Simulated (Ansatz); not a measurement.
Starting cell, SnO2 (rutile):

```yaml
crystal:
  lattice:
    - [4.82754, 0.00000, 0.00000]
    - [0.00000, 4.82754, 0.00000]
    - [0.00000, 0.00000, 6.47631]
  atoms:
    - { symbol: Sn, position: [0.00000, 0.00000, 0.00000] }
    - { symbol: Sn, position: [0.00000, 0.00000, 0.50000] }
    - { symbol: Sn, position: [0.50000, 0.50000, 0.25000] }
    - { symbol: Sn, position: [0.50000, 0.50000, 0.75000] }
    - { symbol: O, position: [0.30658, 0.30658, 0.00000] }
    - { symbol: O, position: [0.30658, 0.30658, 0.50000] }
    - { symbol: O, position: [0.80658, 0.19342, 0.25000] }
    - { symbol: O, position: [0.80658, 0.19342, 0.75000] }
    - { symbol: O, position: [0.19342, 0.80658, 0.25000] }
    - { symbol: O, position: [0.19342, 0.80658, 0.75000] }
    - { symbol: O, position: [0.69342, 0.69342, 0.00000] }
    - { symbol: O, position: [0.69342, 0.69342, 0.50000] }
```

A phonon eigenvector at Z = (0.0, 0.0, 0.5) is frozen into this cell: atom i moves by Q times the vector below, so Q is the largest atomic displacement, in Å. The cell is held. It is one choice among 2 degenerate patterns. (q is in reciprocal vectors of the primitive cell; the cell shown is doubled to hold the pattern.)

```json
[
 {"atom": "Sn1", "x": "-0.070", "y": "0.070", "z": "0.000"},
 {"atom": "Sn2", "x": "0.070", "y": "-0.070", "z": "0.000"},
 {"atom": "Sn3", "x": "-0.707", "y": "-0.707", "z": "0.000"},
 {"atom": "Sn4", "x": "0.707", "y": "0.707", "z": "0.000"},
 {"atom": "O5", "x": "0.018", "y": "-0.018", "z": "-0.378"},
 {"atom": "O6", "x": "-0.018", "y": "0.018", "z": "0.378"},
 {"atom": "O7", "x": "0.181", "y": "0.181", "z": "0.038"},
 {"atom": "O8", "x": "-0.181", "y": "-0.181", "z": "-0.038"},
 {"atom": "O9", "x": "0.181", "y": "0.181", "z": "-0.038"},
 {"atom": "O10", "x": "-0.181", "y": "-0.181", "z": "0.038"},
 {"atom": "O11", "x": "0.018", "y": "-0.018", "z": "0.378"},
 {"atom": "O12", "x": "-0.018", "y": "0.018", "z": "-0.378"}
]
```

Level of theory: PBE (plane waves to 420 eV, PAW, scalar-relativistic; Ansatz, an electronic-structure program). k mesh 7×7×5 (Γ-centred), Fermi-Dirac smearing 0.05 eV. E stands for the smeared free energy. SnO2 was relaxed with its symmetry unable to fall. The zero of ΔE is the undisplaced structure.

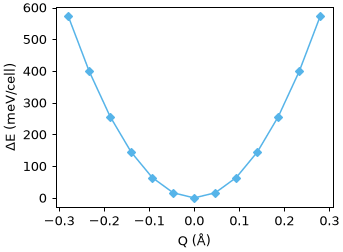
Figure. ΔE (meV/cell) against Q (Å); computed points joined by lines.

Problem. What is the energy change at Q = 0.280 Å?

Solution. About 570 meV/cell.

Problem. What harmonic wavenumber does the curvature at Q = 0 give?

Solution. About 130 cm⁻¹.

(For displaced atoms, the force is minus the slope of the energy, and its curvature is a force constant, which sets phonon frequencies.)
